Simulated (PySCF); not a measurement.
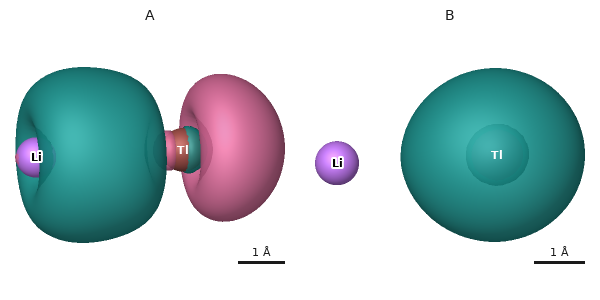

LiTl (charge +1, doublet). Two frontier α-spin orbitals, each drawn at the value that holds 80 % of its norm (teal and pink are the two phases), in no order; of a degenerate pair one member is drawn.

Core potentials replace the inner electrons of Tl.

Level of theory: PySCF 2.14.0, PBE0/def2-SVP, non-relativistic Hamiltonian with scalar-relativistic core potentials where named, at a bond length of 3.320 Å.

Question: Label each orbital by symmetry, say whether it is occupied, and order them by energy.

Answer: Orbital B: σ, occupied in this spin, −15.46 eV; almost wholly on Tl.
Orbital A: σ, occupied in this spin, −8.92 eV; shared between the atoms (Li 35 %, Tl 65 %).
